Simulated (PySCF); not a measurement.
**SnCl2 (SMILES [Cl][Sn][Cl]) at HF/STO-3G**

What is the vertical singlet–triplet gap of SnCl2 at HF/STO-3G? 

Program for the calculation: PySCF 2.14.0.

## 1. The structure to begin with

SnCl2 has 3 atoms, charge 0, and is taken as a singlet. As SMILES, `[Cl][Sn][Cl]`. Geometry: relaxed at PBE0-D4/def2-TZVP.

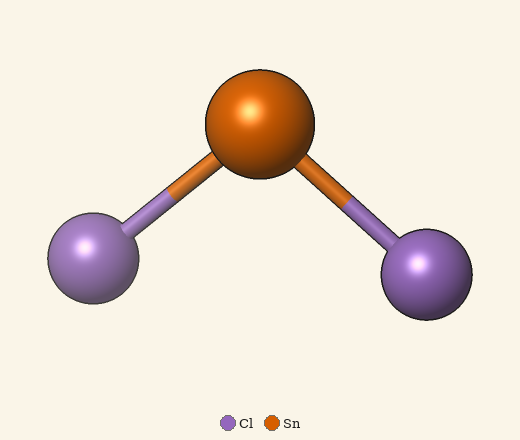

Viewed from a chosen angle; chlorine purple, tin orange.

## 2. The energy at HF/STO-3G

start.xyz reads:

```xyz
3
Cl2Sn
Cl     1.154200     1.220700     0.756000
Sn    -0.796900     0.518900    -0.376600
Cl    -0.368200    -1.804500    -0.392600
```

input.py reads:

```python
from pyscf import gto

mol = gto.Mole()
mol.atom = 'start.xyz'
mol.verbose = 3
mol.max_memory = 1860
mol.basis = 'sto-3g'
mol.spin = 0
mol.build()

myscf = mol.RHF()
myscf.conv_tol = 1e-10
myscf.kernel()
if not myscf.converged:
    myscf = myscf.newton().run(myscf.mo_coeff, myscf.mo_occ)

etot = myscf.e_tot
print('E(%s) = %.9f' % ('HF', etot))
```

Launch:

```sh
$ OMP_NUM_THREADS=1 python input.py
```

What it wrote:

```text
converged SCF energy = -6872.58802421055
E(HF) = -6872.588024211
```

Wall time 0.99 s (1 thread of Arm Neoverse V1, shared host); peak memory 0.12 GiB.

## 3. The triplet

run.py reads:

```python
from pyscf import gto, scf

molecule = gto.Mole()
molecule.atom = 'Cl 1.154200 1.220700 0.756000; Sn -0.796900 0.518900 -0.376600; Cl -0.368200 -1.804500 -0.392600'
molecule.max_memory = 1860
molecule.verbose = 3
molecule.spin = 2
molecule.basis = 'sto-3g'
molecule.build()

myscf = scf.UHF(molecule)
myscf.conv_tol = 1e-10
myscf.kernel()
if not myscf.converged:
    myscf = myscf.newton().run(myscf.mo_coeff, myscf.mo_occ)

e_tot = myscf.e_tot
print('Final energy', e_tot)
```

Launch:

```sh
$ OMP_NUM_THREADS=1 python run.py
```

What it wrote:

```text
WARN: HOMO -0.335714805481405 >= LUMO -0.560835407469954

converged SCF energy = -6872.53626240315  <S^2> = 2.0031561  2S+1 = 3.0021033
Final energy -6872.536262403155
```

It took 0.91 s on 1 thread of Arm Neoverse V1, shared host; peak memory 0.1 GiB.

## 4. Summary of results

Level: HF/STO-3G.

| quantity | value |
| --- | --- |
| singlet: total energy | -6872.58802 Eh |
| singlet: dipole moment | 3.75 D |
| singlet: HOMO energy | -7.10 eV |
| singlet: LUMO energy | 2.76 eV |
| singlet: HOMO–LUMO gap | 9.86 eV |
| triplet: total energy | -6872.53626 Eh |
| triplet: dipole moment | 5.88 D |
| triplet: HOMO energy (highest over α and β) | -5.71 eV |
| triplet: LUMO energy (lowest over α and β) | 1.40 eV |
| triplet: ⟨S²⟩ | 2.003 |
| vertical energy of the triplet above the singlet | 1.409 eV |

In words: At this shape the triplet lies 1.41 eV (136 kJ/mol) above the singlet. In a minimal basis such a difference can be off by several eV, whatever the method. Relativity is left out (singlet) although the molecule holds a heavy atom. Mulliken charges (triplet) run from -0.41 on Cl1 to +0.83 on Sn2. Relativity is left out (triplet) although the molecule holds a heavy atom.
